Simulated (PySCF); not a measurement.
Bi(H)(SiH3)2, SMILES [SiH3][BiH][SiH3] at its B3LYP/def2-SVP optimised geometry (Å):

```
10

Bi    -1.3798    -1.7651     2.1454
H     -3.0473    -1.1092     1.8966
Si    -0.8060     0.3056     3.7862
H     -1.2365     1.6193     3.2245
H      0.6694     0.3425     4.0187
H     -1.4842     0.0952     5.1002
Si    -0.5070    -0.3707     0.0000
H     -0.9870     1.0421     0.0000
H     -0.9773    -1.0421    -1.2486
H      0.9870    -0.3707     0.0000
```

Method: B3LYP/def2-TZVP, def2 effective core potentials past Kr run with PySCF. The core electrons that the potentials of Bi replace are not part of the density. Cells within 0.4 Å of a nucleus heavier than hydrogen are left out (blank, or x).

Map of the log10 of the electron density (e/bohr³), floored at −4 on the plane z = 0.0 Å:

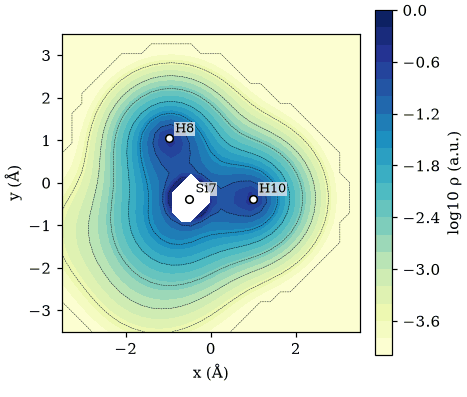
Figure. Log10 of the electron density (e/bohr³), floored at −4 on the plane z = 0.0 Å.
